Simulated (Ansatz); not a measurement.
# CH7ClSi2 (SMILES [SiH3]C[SiH2]Cl): MP2/def2-SVP

Aim: the energy change on altering one bond length of CH7ClSi2 at MP2/def2-SVP, from 2 runs. 

Program for the calculation: Ansatz 0.2.0.

49 further runs of the same task are left out: 49 set aside as unsound or not needed.

### Step 1. The structure to begin with

The species is CH7ClSi2 (11 atoms), meant as a singlet with charge 0. As SMILES, `[SiH3]C[SiH2]Cl`. Geometry: relaxed at PBE0-D4/def2-TZVP. This is one conformer, not always the lowest.

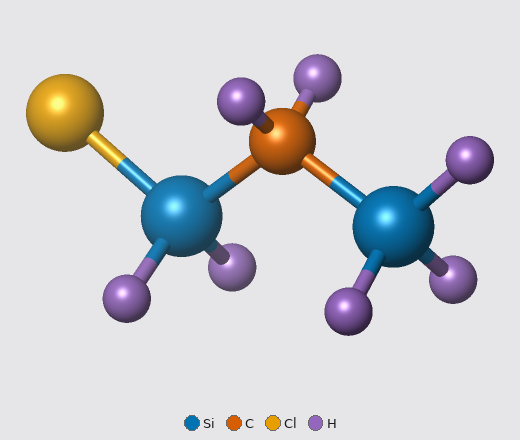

The structure, seen from a chosen angle (silicon blue, carbon orange, chlorine amber, hydrogen purple).

### Step 2. The energy at MP2/def2-SVP

Input file job.yaml:

```yaml
crystal:
  periodic: [false, false, false]
  atoms:
    - {symbol: Si, position_ang: [1.006300, 1.285600, -0.182900]}
    - {symbol: C, position_ang: [-0.570400, 0.282700, -0.356100]}
    - {symbol: Si, position_ang: [-0.499800, -1.397400, 0.429000]}
    - {symbol: Cl, position_ang: [-2.287500, -2.388300, 0.158700]}
    - {symbol: H, position_ang: [0.854300, 2.610700, -0.838800]}
    - {symbol: H, position_ang: [1.323900, 1.497600, 1.254200]}
    - {symbol: H, position_ang: [2.143300, 0.566700, -0.816300]}
    - {symbol: H, position_ang: [-1.397400, 0.844300, 0.091100]}
    - {symbol: H, position_ang: [-0.797200, 0.162700, -1.420800]}
    - {symbol: H, position_ang: [0.561500, -2.228800, -0.187700]}
    - {symbol: H, position_ang: [-0.271500, -1.292800, 1.890200]}
basis:
  gaussian:
    orbitals: def2-SVP
correlation:
  method: mp2
  frozen_orbitals: {C: 1, Cl: 5, H: 0, Si: 5}
accuracy: high
```

Command:

```console
ansatz run job.yaml --threads 1 --pin off --max-ram 2610MiB --events-out events.jsonl --progress --plain --runs-dir runs
```

Log:

```text
Warning: RAYON_NUM_THREADS=1 ignored (pool sized by the plan → 1); use --threads N
Functional definition: HF
  name "HF"
  exchange = exact_x
  correlation = 0
2292 factors; integrals over basis functions are off by at most 1.0e-8 eV
mean field evaluation 1: about -29359.4575 eV, gradient 2.4e1 eV
mean field evaluation 2: about -29359.4670 eV, gradient 2.4e1 eV
mean field evaluation 4: about -29361.3715 eV, gradient 2.6e0 eV
mean field evaluation 8: about -29361.3974 eV, gradient 5.9e-5 eV
mean field -29361.39736118 eV, -1079.0114511536 hartree, gradient 3.0e-8 eV, S^2 0.000000; 0 other end points of the search recorded, 0 dependent functions left out
16 core orbitals not correlated: weight in the atoms' cores, before any rotation towards them, 1.000 or more for the frozen orbitals, at most 0.000 for the correlated occupied ones
reference -29361.39736118 eV, -1079.0114511536 hartree; 13, 13 occupied and 74, 74 virtual orbitals, 2292 factors
second order -13.02345825 eV of doubles, -0.00000000 eV of singles
Total energy: -29374.42081944 eV, -1079.4900544168 hartree
```

Wall time 4.5 s (1 thread of Arm Neoverse V2, shared host); peak memory 0.33 GiB.

### Step 3. The distorted shape

Input file in.yaml:

```yaml
crystal:
  periodic: [false, false, false]
  atoms:
    - {symbol: Si, position_ang: [0.847489, 1.179593, -0.901498]}
    - {symbol: C, position_ang: [-0.729211, 0.176693, -1.074698]}
    - {symbol: Si, position_ang: [-0.658611, -1.503407, -0.289598]}
    - {symbol: Cl, position_ang: [-2.446311, -2.494307, -0.559898]}
    - {symbol: H, position_ang: [0.695489, 2.504693, -1.557398]}
    - {symbol: H, position_ang: [1.323900, 1.497600, 1.254200]}
    - {symbol: H, position_ang: [1.984489, 0.460693, -1.534898]}
    - {symbol: H, position_ang: [-1.556211, 0.738293, -0.627498]}
    - {symbol: H, position_ang: [-0.956011, 0.056693, -2.139398]}
    - {symbol: H, position_ang: [0.402689, -2.334807, -0.906298]}
    - {symbol: H, position_ang: [-0.430311, -1.398807, 1.171602]}
basis:
  gaussian:
    orbitals: def2-SVP
correlation:
  method: mp2
  frozen_orbitals: {C: 1, Cl: 5, H: 0, Si: 5}
accuracy: high
```

Command:

```console
ansatz run in.yaml --threads 1 --pin off --max-ram 2610MiB --events-out events.jsonl --progress --plain --runs-dir runs
```

Log:

```text
Warning: RAYON_NUM_THREADS=1 ignored (pool sized by the plan → 1); use --threads N
[... 4 set-up lines as earlier in the session ...]
2277 factors; integrals over basis functions are off by at most 9.8e-9 eV
mean field evaluation 1: about -29357.1693 eV, gradient 2.3e1 eV
mean field evaluation 2: about -29357.2413 eV, gradient 2.4e1 eV
mean field evaluation 4: about -29359.1506 eV, gradient 2.6e0 eV
mean field evaluation 8: about -29359.1780 eV, gradient 1.1e-1 eV
mean field -29359.17805767 eV, -1078.9298932539 hartree, gradient 7.6e-8 eV, S^2 0.000000; 0 other end points of the search recorded, 0 dependent functions left out; unrestricted orbitals would lower it
mean field evaluation 16: about -29359.0983 eV, gradient 5.4e0 eV
16 core orbitals not correlated: weight in the atoms' cores, before any rotation towards them, 1.000 or more for the frozen orbitals, at most 0.000 for the correlated occupied ones
reference -29359.17805767 eV, -1078.9298932539 hartree; 13, 13 occupied and 74, 74 virtual orbitals, 2277 factors
second order -13.11019953 eV of doubles, -0.00000000 eV of singles
Total energy: -29372.28825721 eV, -1079.4116842003 hartree
```

Run time: 4.5 s. Hardware: 1 thread of Arm Neoverse V2, shared host; peak memory 0.32 GiB.

### Step 4. What came out

Level: MP2/def2-SVP, 16 core orbitals frozen.

| quantity | value |
| --- | --- |
| first shape: total energy | -1079.49005 Eh |
| first shape: correlation energy (16 core orbitals frozen) | -478.6 mEh |
| distorted shape: total energy | -1079.41168 Eh |
| distorted shape: correlation energy (16 core orbitals frozen) | -481.8 mEh |
| energy change with the Si1–H6 bond stretched from 1.487 to 2.230 Å | 2.133 eV |

What this shows: One bond (distorted shape) is far stretched, which a spin-restricted single reference describes badly; perturbation theory on it can break down and give far too much correlation. With the Si1–H6 bond stretched from 1.487 to 2.230 Å the energy rises by 2.13 eV (206 kJ/mol). The first shape isn't relaxed at this level, so the change isn't measured from a minimum. A restricted reference can't describe the breaking bond well at this length. The restricted solution (distorted shape) is unstable to spin breaking: an unrestricted one lies lower.
